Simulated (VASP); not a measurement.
Band structure of CdTe (zinc blende). Computed with LDA (Ceperley-Alder, Perdew-Zunger), VASP's LDA PAW potentials (set 64) (plane waves; VASP 6.6.1).

Unless said otherwise, spin-orbit coupling is left out, though it shifts the bands of the heavy elements here.

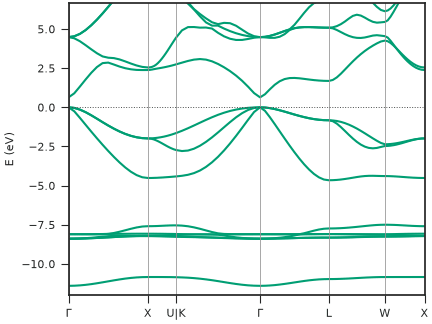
Fig. 1. Bands along high-symmetry lines, zero at the valence-band maximum or, without a gap, the Fermi level

Problem. Read the plot: is there a gap, and where are the band edges?

Solution. The gap is direct, 0.64 eV, from the valence maximum at Γ to the conduction minimum at Γ. (Edges off the drawn lines would not show.)

Measured: gap 1.63 eV (computed value off by -0.99 eV), as given by Anna Miglio et al., npj Computational Materials (2020), arXiv:2011.12765 [zero-point renormalisation of 16 meV (experimental, the table's column) added back].

The compound is CdTe in the zinc blende structure. It was relaxed first.
